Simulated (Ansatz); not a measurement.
**F2GeHSi (SMILES F[SiH][Ge][F]) (doublet): density, localisation and related maps**

Input file:

```
crystal:
  periodic: [false, false, false]
  atoms:
    - {symbol: F, position_ang: [-0.458525, 0.921841, 1.485795]}
    - {symbol: F, position_ang: [-0.373576, -1.541560, -2.307817]}
    - {symbol: Ge, position_ang: [-1.750779, -0.916981, -1.349513]}
    - {symbol: Si, position_ang: [-0.104949, 0.052393, 0.147605]}
    - {symbol: H, position_ang: [1.392379, 0.000667, 0.072051]}
basis:
  gaussian:
    orbitals: def2-TZVPD
magnetization:
  spin_polarized: true
  initial_magnetization: 1
hamiltonian:
  xc: {name: PBE0}
output: {forces: true, orbitals: {seedname: orbitals}}
```

Command:

```sh
ansatz run input.yaml --threads 1 --pin off --max-ram 2610MiB --events-out events.jsonl --progress --plain --runs-dir runs
```

Geometry: B3LYP-D3(BJ)/def2-SVP.

The calculation used isolated molecule in a Gaussian basis; Kohn-Sham density functional theory, functional PBE0 in Ansatz 0.2.0.

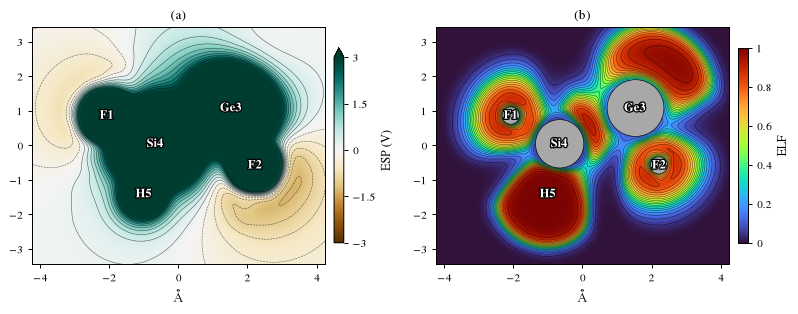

Figure 1. (a) molecular electrostatic potential; (b) ELF on the molecular plane. Grey discs cover the atomic cores in the ELF map.

### Read the bonding off the picture.

Atoms in the plane: F, Ge, Si and H. Si–F (1.63 Å): the ELF peaks at about 0.85 in the valence shell of F, 0.6 Å from its nucleus, and is about 0.55 at the midpoint. Ge–F (1.79 Å): the ELF peaks at about 0.80 in the valence shell of F, 0.5 Å from its nucleus, and is about 0.25 at the midpoint. Si–Ge (2.43 Å): the ELF peaks at about 0.90 between the atoms: a shared electron pair. Si–H (1.50 Å): the ELF climbs to about 1 towards the hydrogen, as it does in any bond to H. The ELF also peaks beside F2 and F1, away from the bonds: non-bonding electrons, paired or unpaired. Outside the dense part of the molecule the potential is most negative (−1.3 V) near F2.

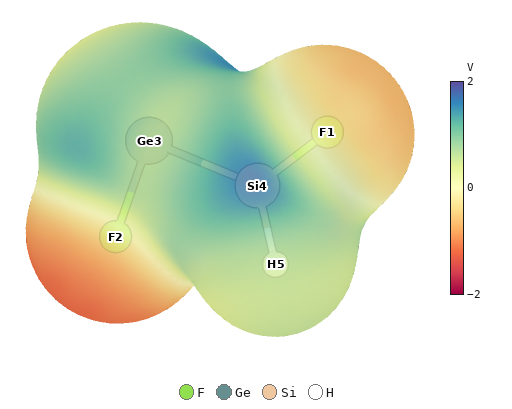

Figure 2. The molecular electrostatic potential painted on the density surface at 0.002 e/bohr³, seen at a tilt; the colour scale runs from red (negative) to blue (positive).

### Where is the surface potential most negative and most positive?

The most negative region (about −1.2 V) lies over F2, the most positive (about +1.6 V) over Si4.

### What dipole moment does the calculation give?

Its dipole moment is 0.86 D.

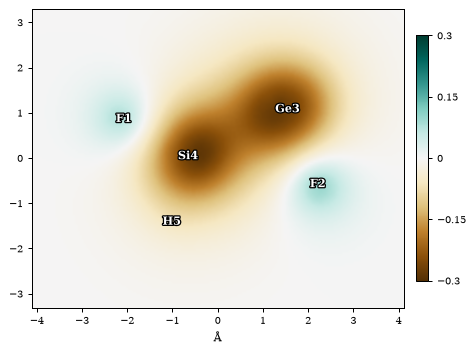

Figure 3. The LUMO (β) on a plane 0.8 Å above the molecular plane (values in Å⁻³ᐟ²; the overall sign is arbitrary).

### What is the character of this orbital?

By Hirshfeld shares it lies mainly on Ge3 (about 50 %) and Si4 (about 40 %); it changes sign across the molecular plane (π type); π-bonding across Ge3–Si4. Its energy is −3.45 eV.

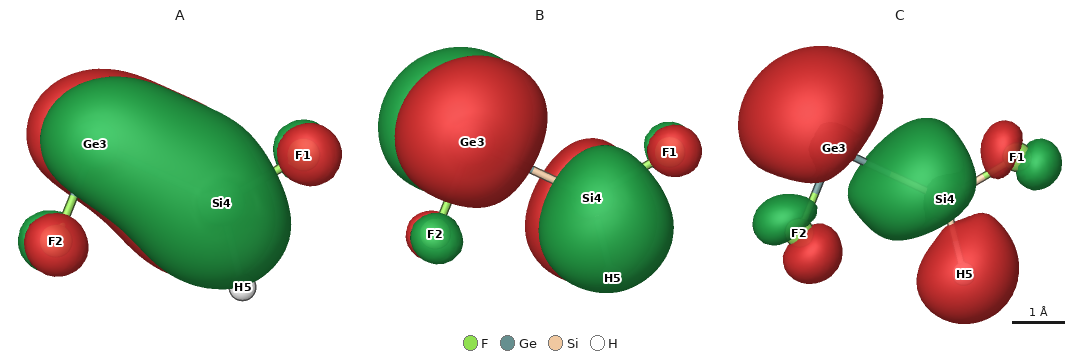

Figure 4. Three frontier orbitals at ±0.08 Å⁻³ᐟ² (green and red are the two phases), in no order.

### Order the three orbitals by energy and name them. All are α orbitals.

C is the HOMO−1 (α) (−7.54 eV). By Hirshfeld shares it lies mainly on Ge3 (about 50 %), Si4 (about 30 %), H5 (about 10 %) and F2 (about 10 %); it is symmetric in the molecular plane (an in-plane orbital: σ, lone-pair or in-plane π type). A is the HOMO (α) (−6.17 eV). Its weight (Hirshfeld) is mainly on Si4 (about 50 %) and Ge3 (about 40 %); it changes sign across the molecular plane (π type); π-bonding across Ge3–Si4. B is the LUMO (α) (−2.37 eV). It lies mainly on Ge3 (about 55 %) and Si4 (about 35 %); it changes sign across the molecular plane (π type); π-antibonding (a node) across Ge3–Si4.

### What is the gap between the highest occupied and lowest empty α orbitals?

3.80 eV between the orbital energies.
